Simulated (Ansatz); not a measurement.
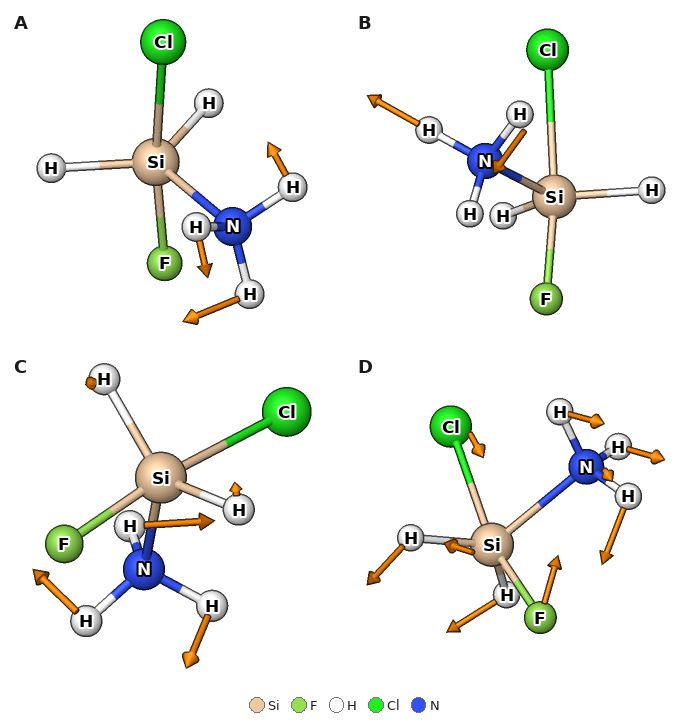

4 normal modes of one molecule or complex, as arrows. Harmonic vibrations computed with RKS PBE0-D4/def2-TZVP (Ansatz 0.2.0) at a stationary point of the same level.

### Match the panels to the wavenumbers 84 cm⁻¹, 283 cm⁻¹, 1622 cm⁻¹, 3574 cm⁻¹.

A: 1622 cm⁻¹, H–N–H bending
B: 3574 cm⁻¹, out-of-phase stretching of 2 N–H bonds
C: 84 cm⁻¹
D: 283 cm⁻¹
